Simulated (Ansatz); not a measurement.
## C2H9AlBFOSi: geometry relaxation (part 1 of 2)

C2H9AlBFOSi, SMILES B[SiH](C)[Al]([F])[CH2]O, computed with RKS PBE-D4/STO-3G (Ansatz 0.2.0).

The run did not end well. It belongs to a series of runs on one base structure; here: start relaxed.

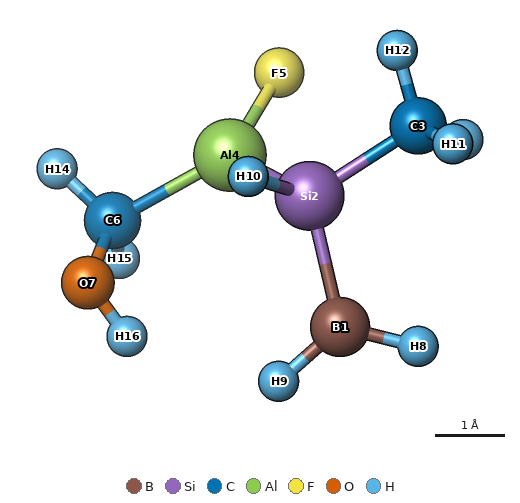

Fig. 1: The structure as given in the input (ball-and-stick view, seen at a tilt; atoms are numbered from 1 in the order of the input). Sticks mark near contacts.

**What the run reported**

```tsv
quantity	value
outcome	not converged
hardware	1 thread of Intel Xeon (Granite Rapids), 192 GiB of memory available, shared host
wall time	2.2 min
peak memory	0.24 GiB
```

**Diagnosis**

The run did not converge: “geometry relaxation did not converge after 40 steps: max|allowed force component| = 1.09e0 eV/Å (threshold 2.0e-2). Raise `relax.max_steps` over both its present limit and 40, loosen `relax.f_tol`, or start from a geometry closer to equilibrium …” Its last values are not results.

**Input**
```yaml
crystal:
  periodic: [false, false, false]
  atoms:
    - { symbol: B, position_ang: [-0.0617, -2.1427, -0.3947] }
    - { symbol: Si, position_ang: [0.7982, -0.4051, -0.6387] }
    - { symbol: C, position_ang: [0.997, -0.0534, -2.4715] }
    - { symbol: Al, position_ang: [-0.4228, 1.3225, 0.3245] }
    - { symbol: F, position_ang: [-1.0908, 2.6653, -0.707] }
    - { symbol: C, position_ang: [-0.9438, 1.2616, 2.2735] }
    - { symbol: O, position_ang: [-0.3359, 0.123, 2.8758] }
    - { symbol: H, position_ang: [-0.3952, -2.7103, -1.3583] }
    - { symbol: H, position_ang: [-0.3495, -2.4758, 0.7215] }
    - { symbol: H, position_ang: [2.117, -0.4552, 0.045] }
    - { symbol: H, position_ang: [1.6285, -0.8613, -2.8937] }
    - { symbol: H, position_ang: [1.5677, 0.9253, -2.5686] }
    - { symbol: H, position_ang: [-0.0106, 0.0138, -2.9694] }
    - { symbol: H, position_ang: [-0.5622, 2.1716, 2.771] }
    - { symbol: H, position_ang: [-2.0493, 1.222, 2.4137] }
    - { symbol: H, position_ang: [-0.9095, -0.6238, 2.6211] }
basis:
  gaussian: { orbitals: STO-3G }
hamiltonian:
  xc: pbe
  dispersion: d4
relax:
  f_tol: 0.02
  max_steps: 40
output:
  orbitals: {}
```

Launch command:
```bash
ansatz run input.yaml --threads 1 --pin off --max-ram 2048MiB --backend cpu --events-out ev --progress --plain --runs-dir out
```

**What the program printed**
```
The last accepted step is kept in [file] (removed where the run ends without a failure and the disk answers)
Engine: ansatz 0.2.0, x86_64-unknown-linux-gnu
Functional definition: PBE
  parameter kappa = 0.804
  parameter beta = 0.06672455060314922
  exchange = pbe_x(kappa = kappa, mu = beta*pi^2/3)
  correlation = pbe_c(beta = beta)
734 factors; integrals over basis functions are off by at most 1.7e-5 eV
mean field evaluation 1: about -21841.1009 eV, gradient 3.1e1 eV
mean field evaluation 2: about -21679.9725 eV, gradient 2.2e2 eV
mean field evaluation 4: about -21844.6335 eV, gradient 9.1e0 eV
mean field evaluation 8: about -21844.9340 eV, gradient 1.3e-1 eV
mean field evaluation 16: about -21844.7849 eV, gradient 3.6e-5 eV
mean field -21844.78490861 eV, -802.7810384646 hartree, gradient 3.6e-5 eV, S^2 0.000000; 1 other end points of the search recorded, 0 dependent functions left out
the calculation of the forces begins
reference -21844.78493780 eV, -802.7810395372 hartree; 35, 35 occupied and 17, 17 virtual orbitals, 734 factors
relax step   1: F+E_penalty+E_count = -21845.14061703 eV  Δ(F+E_penalty+E_count) = +0.000e0 eV  max|allowed force component| = 3.208e0 eV/Å  Δτ_max = 0.0000 Å  (42 SCF iters, accepted)
these checks for a lower state are left out or cut short: starts, cluster_reference, orbital_swaps, neighbouring_geometries, increment
734 factors; integrals over basis functions are off by at most 2.2e-5 eV
mean field -21845.51818132 eV, -802.8079857394 hartree, gradient 1.4e-5 eV, S^2 0.000000; 0 other end points of the search recorded, 0 dependent functions left out
[... from here on the field's lines of each further geometry are left out, up to the last ...]
relax step   2: F+E_penalty+E_count = -21845.86965030 eV  Δ(F+E_penalty+E_count) = -7.290e-1 eV  max|allowed force component| = 1.677e0 eV/Å  Δτ_max = 0.1995 Å  (27 SCF iters, accepted)
relax step   3: F+E_penalty+E_count = -21846.02900732 eV  Δ(F+E_penalty+E_count) = -1.594e-1 eV  max|allowed force component| = 9.398e-1 eV/Å  Δτ_max = 0.1374 Å  (27 SCF iters, accepted)
relax step   4: F+E_penalty+E_count = -21846.08305204 eV  Δ(F+E_penalty+E_count) = -5.404e-2 eV  max|allowed force component| = 3.023e-1 eV/Å  Δτ_max = 0.0720 Å  (26 SCF iters, accepted)
relax step   5: F+E_penalty+E_count = -21846.09743286 eV  Δ(F+E_penalty+E_count) = -1.438e-2 eV  max|allowed force component| = 7.551e-2 eV/Å  Δτ_max = 0.0651 Å  (25 SCF iters, accepted)
relax step   6: F+E_penalty+E_count = -21846.10689226 eV  Δ(F+E_penalty+E_count) = -9.459e-3 eV  max|allowed force component| = 1.246e-1 eV/Å  Δτ_max = 0.1001 Å  (26 SCF iters, accepted)
relax step   7: F+E_penalty+E_count = -21846.11951030 eV  Δ(F+E_penalty+E_count) = -1.262e-2 eV  max|allowed force component| = 1.561e-1 eV/Å  Δτ_max = 0.1900 Å  (26 SCF iters, accepted)
relax step   8: F+E_penalty+E_count = -21846.12295102 eV  Δ(F+E_penalty+E_count) = -3.441e-3 eV  max|allowed force component| = 2.368e-1 eV/Å  Δτ_max = 0.1778 Å  (27 SCF iters, accepted)
relax step   9: F+E_penalty+E_count = -21846.12483620 eV  Δ(F+E_penalty+E_count) = -1.885e-3 eV  max|allowed force component| = 1.771e-1 eV/Å  Δτ_max = 0.0377 Å  (27 SCF iters, accepted)
relax step  10: F+E_penalty+E_count = -21846.12733258 eV  Δ(F+E_penalty+E_count) = -2.496e-3 eV  max|allowed force component| = 6.582e-2 eV/Å  Δτ_max = 0.0184 Å  (27 SCF iters, accepted)
relax step  11: F+E_penalty+E_count = -21846.12825995 eV  Δ(F+E_penalty+E_count) = -9.274e-4 eV  max|allowed force component| = 3.074e-2 eV/Å  Δτ_max = 0.0375 Å  (27 SCF iters, accepted)
relax step  12: F+E_penalty+E_count = -21846.12865240 eV  Δ(F+E_penalty+E_count) = -3.924e-4 eV  max|allowed force component| = 1.785e-2 eV/Å  Δτ_max = 0.0268 Å  (27 SCF iters, accepted)
relax step  13: F+E_penalty+E_count = -21846.12916196 eV  Δ(F+E_penalty+E_count) = -5.096e-4 eV  max|allowed force component| = 2.474e-2 eV/Å  Δτ_max = 0.0417 Å  (26 SCF iters, accepted)
relax step  14: F+E_penalty+E_count = -21846.12973758 eV  Δ(F+E_penalty+E_count) = -5.756e-4 eV  max|allowed force component| = 1.931e-2 eV/Å  Δτ_max = 0.0725 Å  (26 SCF iters, accepted)
relax step  15: F+E_penalty+E_count = -21846.13031879 eV  Δ(F+E_penalty+E_count) = -5.812e-4 eV  max|allowed force component| = 7.671e-2 eV/Å  Δτ_max = 0.1245 Å  (25 SCF iters, accepted)
relax step  16: F+E_penalty+E_count = -21846.13094608 eV  Δ(F+E_penalty+E_count) = -6.273e-4 eV  max|allowed force component| = 6.983e-2 eV/Å  Δτ_max = 0.0303 Å  (27 SCF iters, accepted)
relax step  17: F+E_penalty+E_count = -21846.12925348 eV  Δ(F+E_penalty+E_count) = +1.693e-3 eV  max|allowed force component| = 1.529e-1 eV/Å  Δτ_max = 0.1034 Å  (27 SCF iters, rejected (line search))
relax step  18: F+E_penalty+E_count = -21846.13186529 eV  Δ(F+E_penalty+E_count) = -9.192e-4 eV  max|allowed force component| = 3.415e-2 eV/Å  Δτ_max = 0.0510 Å  (26 SCF iters, accepted)
relax step  19: F+E_penalty+E_count = -21846.13255956 eV  Δ(F+E_penalty+E_count) = -6.943e-4 eV  max|allowed force component| = 5.059e-2 eV/Å  Δτ_max = 0.0926 Å  (27 SCF iters, accepted)
relax step  20: F+E_penalty+E_count = -21846.13293497 eV  Δ(F+E_penalty+E_count) = -3.754e-4 eV  max|allowed force component| = 1.121e-1 eV/Å  Δτ_max = 0.0770 Å  (27 SCF iters, accepted)
relax step  21: F+E_penalty+E_count = -21846.13339028 eV  Δ(F+E_penalty+E_count) = -4.553e-4 eV  max|allowed force component| = 1.089e-1 eV/Å  Δτ_max = 0.0416 Å  (26 SCF iters, accepted)
relax step  22: F+E_penalty+E_count = -21846.13471951 eV  Δ(F+E_penalty+E_count) = -1.329e-3 eV  max|allowed force component| = 1.448e-1 eV/Å  Δτ_max = 0.1621 Å  (25 SCF iters, accepted)
relax step  23: F+E_penalty+E_count = -21846.13570818 eV  Δ(F+E_penalty+E_count) = -9.887e-4 eV  max|allowed force component| = 1.922e-1 eV/Å  Δτ_max = 0.0843 Å  (27 SCF iters, accepted)
relax step  24: F+E_penalty+E_count = -21846.12455689 eV  Δ(F+E_penalty+E_count) = +1.115e-2 eV  max|allowed force component| = 4.915e-1 eV/Å  Δτ_max = 0.1959 Å  (26 SCF iters, rejected (line search))
relax step  25: F+E_penalty+E_count = -21846.13905508 eV  Δ(F+E_penalty+E_count) = -3.347e-3 eV  max|allowed force component| = 1.946e-1 eV/Å  Δτ_max = 0.0973 Å  (26 SCF iters, accepted)
relax step  26: F+E_penalty+E_count = -21846.14430441 eV  Δ(F+E_penalty+E_count) = -5.249e-3 eV  max|allowed force component| = 1.429e-1 eV/Å  Δτ_max = 0.0975 Å  (26 SCF iters, accepted)
relax step  27: F+E_penalty+E_count = -21846.15379946 eV  Δ(F+E_penalty+E_count) = -9.495e-3 eV  max|allowed force component| = 2.787e-1 eV/Å  Δτ_max = 0.1462 Å  (26 SCF iters, accepted)
relax step  28: F+E_penalty+E_count = -21846.17489553 eV  Δ(F+E_penalty+E_count) = -2.110e-2 eV  max|allowed force component| = 4.898e-1 eV/Å  Δτ_max = 0.1946 Å  (26 SCF iters, accepted)
relax step  29: F+E_penalty+E_count = -21846.21740808 eV  Δ(F+E_penalty+E_count) = -4.251e-2 eV  max|allowed force component| = 4.929e-1 eV/Å  Δτ_max = 0.1917 Å  (27 SCF iters, accepted)
relax step  30: F+E_penalty+E_count = -21846.27210010 eV  Δ(F+E_penalty+E_count) = -5.469e-2 eV  max|allowed force component| = 4.905e-1 eV/Å  Δτ_max = 0.1986 Å  (28 SCF iters, accepted)
relax step  31: F+E_penalty+E_count = -21846.37794479 eV  Δ(F+E_penalty+E_count) = -1.058e-1 eV  max|allowed force component| = 1.043e0 eV/Å  Δτ_max = 0.1967 Å  (28 SCF iters, accepted)
relax step  32: F+E_penalty+E_count = -21846.73323082 eV  Δ(F+E_penalty+E_count) = -3.553e-1 eV  max|allowed force component| = 2.463e0 eV/Å  Δτ_max = 0.1949 Å  (34 SCF iters, accepted)
relax step  33: F+E_penalty+E_count = -21847.29477358 eV  Δ(F+E_penalty+E_count) = -5.615e-1 eV  max|allowed force component| = 2.368e0 eV/Å  Δτ_max = 0.1946 Å  (33 SCF iters, accepted)
relax step  34: F+E_penalty+E_count = -21847.62615402 eV  Δ(F+E_penalty+E_count) = -3.314e-1 eV  max|allowed force component| = 3.061e0 eV/Å  Δτ_max = 0.1957 Å  (33 SCF iters, accepted)
relax step  35: F+E_penalty+E_count = -21847.81332031 eV  Δ(F+E_penalty+E_count) = -1.872e-1 eV  max|allowed force component| = 1.649e0 eV/Å  Δτ_max = 0.1986 Å  (26 SCF iters, accepted)
relax step  36: F+E_penalty+E_count = -21847.84605705 eV  Δ(F+E_penalty+E_count) = -3.274e-2 eV  max|allowed force component| = 9.125e-1 eV/Å  Δτ_max = 0.1998 Å  (27 SCF iters, accepted)
relax step  37: F+E_penalty+E_count = -21847.90497730 eV  Δ(F+E_penalty+E_count) = -5.892e-2 eV  max|allowed force component| = 1.925e-1 eV/Å  Δτ_max = 0.0815 Å  (27 SCF iters, accepted)
relax step  38: F+E_penalty+E_count = -21847.91444795 eV  Δ(F+E_penalty+E_count) = -9.471e-3 eV  max|allowed force component| = 1.472e-1 eV/Å  Δτ_max = 0.0566 Å  (27 SCF iters, accepted)
the calculation of the forces begins
reference -21847.53971107 eV, -802.8822755877 hartree; 35, 35 occupied and 17, 17 virtual orbitals, 744 factors
relax step  39: F+E_penalty+E_count = -21847.93610762 eV  Δ(F+E_penalty+E_count) = -2.166e-2 eV  max|allowed force component| = 7.149e-1 eV/Å  Δτ_max = 0.1942 Å  (25 SCF iters, accepted)
these checks for a lower state are left out or cut short: starts, cluster_reference, orbital_swaps, neighbouring_geometries, increment
744 factors; integrals over basis functions are off by at most 3.9e-5 eV
mean field -21847.56094877 eV, -802.8830560585 hartree, gradient 2.0e-5 eV, S^2 0.000000; 0 other end points of the search recorded, 0 dependent functions left out
the calculation of the forces begins
reference -21847.56097690 eV, -802.8830570925 hartree; 35, 35 occupied and 17, 17 virtual orbitals, 744 factors
relax step  40: F+E_penalty+E_count = -21847.95791072 eV  Δ(F+E_penalty+E_count) = -2.180e-2 eV  max|allowed force component| = 1.087e0 eV/Å  Δτ_max = 0.1966 Å  (26 SCF iters, accepted)
```

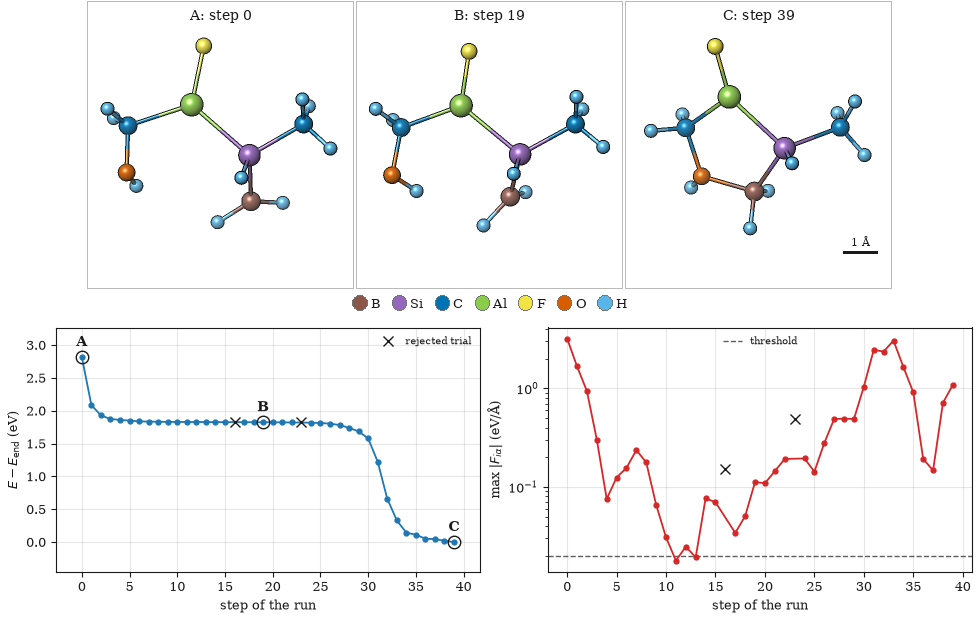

Fig. 2: Frames of the relaxation (ball-and-stick view, seen at a tilt) above the curves, on which the letters mark them (the first geometry is step 0 here and step 1 in the log).

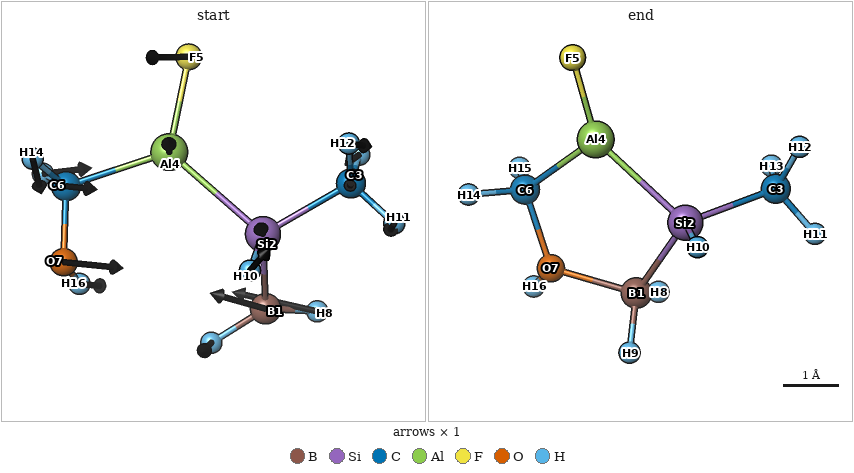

Fig. 3: Before (left) and after (right) the relaxation, at one scale (ball-and-stick view, seen at a tilt). The black arrows give the displacements, at true length. The relaxation stopped without meeting its thresholds, so the last structure isn't shown to be converged. The energy falls by 2.817 eV in 39 geometry steps. Largest force component: 3.2 eV/Å at the start, 1.1 eV/Å at the end. The line search rejected the trial steps at points 16, 23 (counted from 0) and went back. The atom that moves furthest after the best rigid fit is H8 (1.63 Å). Largest moves by element: H 1.63 Å, F 1.58 Å, O 1.33 Å, B 1.21 Å, C 0.69 Å, Al 0.65 Å. Distances before and after: B1–O7 3.988 → 1.651 Å, Al4–F5 1.820 → 1.638 Å, C6–O7 1.424 → 1.535 Å, O7–H16 0.975 → 1.053 Å. New bonds form: B1–O7 (3.99 → 1.65 Å). Among the angles that change: Si2–Al4–F5 120.4° → 143.7°, Si2–Al4–C6 120.9° → 101.0°, B1–Si2–Al4 112.2° → 94.9°. (Atoms are counted from 1 in the order of the input.)
